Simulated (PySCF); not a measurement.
# NF3 (SMILES FN(F)F): wB97X-V/STO-6G

What is the vertical ionisation energy of NF3 at wB97X-V/STO-6G? Input form: a Python script.

The calculation is run with PySCF 2.14.0.

6 further runs of the same task are left out: 6 set aside as unsound or not needed.

**1. The structure to begin with**

NF3 has 4 atoms, charge 0, and is taken as a singlet. As SMILES, `FN(F)F`. The shape is that of a GFN2-xTB optimisation.

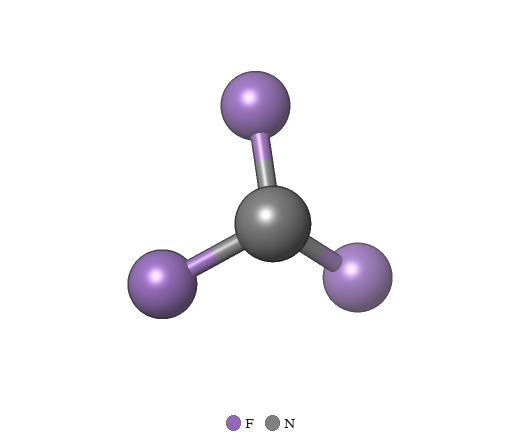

The structure, seen from a chosen angle (fluorine purple, nitrogen grey).

**2. The energy at wB97X-V/STO-6G**

The input, run.py:

```python
from pyscf import gto, dft

mol = gto.M(
    atom=[
    ('F', (0.623050, -0.000560, 1.070480)),
    ('N', (0.341300, -0.071640, -0.257040)),
    ('F', (-0.635810, -1.014280, -0.318110)),
    ('F', (-0.328540, 1.086490, -0.495330)),
],
    max_memory=1860,
    verbose=3,
    basis='sto-6g',
    charge=0,
)

mf = dft.RKS(mol, xc='wb97x-v')
mf.nlcgrids.level = 1
mf.conv_tol = 1e-10
mf.grids.level = 5
mf.kernel()
if not mf.converged:
    mf = mf.newton().run(mf.mo_coeff, mf.mo_occ)

energy = mf.e_tot
print('E(%s) = %.9f' % ('WB97X-V', energy))
```

Run with:

```sh
$ OMP_NUM_THREADS=1 python run.py
```

Log:

```text
converged SCF energy = -352.340491479901
E(WB97X-V) = -352.340491480
```

Wall time 25 s (1 thread of Intel Xeon Platinum 8375C at 2.90GHz (Ice Lake), shared host); peak memory 0.2 GiB.

**3. The doublet cation, same level**

The input, input.py:

```python
from pyscf import gto, dft

molecule = gto.Mole()
molecule.atom = '''
F        0.623050      -0.000560       1.070480
N        0.341300      -0.071640      -0.257040
F       -0.635810      -1.014280      -0.318110
F       -0.328540       1.086490      -0.495330
'''
molecule.basis = 'sto-6g'
molecule.spin = 1
molecule.verbose = 3
molecule.max_memory = 1860
molecule.charge = 1
molecule.build()

myscf = dft.UKS(molecule)
myscf.xc = 'wb97x-v'
myscf.conv_tol = 1e-10
myscf.nlcgrids.level = 1
myscf.grids.level = 5
myscf.kernel()
if not myscf.converged:
    myscf = myscf.newton().run(myscf.mo_coeff, myscf.mo_occ)

e_tot = myscf.e_tot
print('E(%s) = %.9f' % ('WB97X-V', e_tot))
```

Run with:

```sh
$ OMP_NUM_THREADS=1 python input.py
```

Log:

```text
converged SCF energy = -351.994311714389  <S^2> = 0.76174891  2S+1 = 2.0117146
E(WB97X-V) = -351.994311714
```

It took 31 s on 1 thread of Intel Xeon Platinum 8375C at 2.90GHz (Ice Lake), shared host; peak memory 0.21 GiB.

**4. Results**

At wB97X-V/STO-6G:

| quantity | value |
| --- | --- |
| singlet NF3: total energy | -352.34049 Eh |
| singlet NF3: dipole moment | 0.54 D |
| singlet NF3: HOMO energy | -7.60 eV |
| singlet NF3: LUMO energy | 8.75 eV |
| singlet NF3: HOMO–LUMO gap | 16.34 eV |
| doublet cation: total energy | -351.99431 Eh |
| doublet cation: HOMO energy (highest over α and β) | -20.30 eV |
| doublet cation: LUMO energy (lowest over α and β) | -11.20 eV |
| doublet cation: ⟨S²⟩ | 0.762 |
| vertical ionisation energy (to the doublet cation) | 9.420 eV |

**Reading.** The vertical ionisation energy comes to 9.42 eV (909 kJ/mol). The negative HOMO energy of the first species, 7.60 eV, lies 1.82 eV below that difference. In a minimal basis such a difference can be off by several eV, whatever the method.
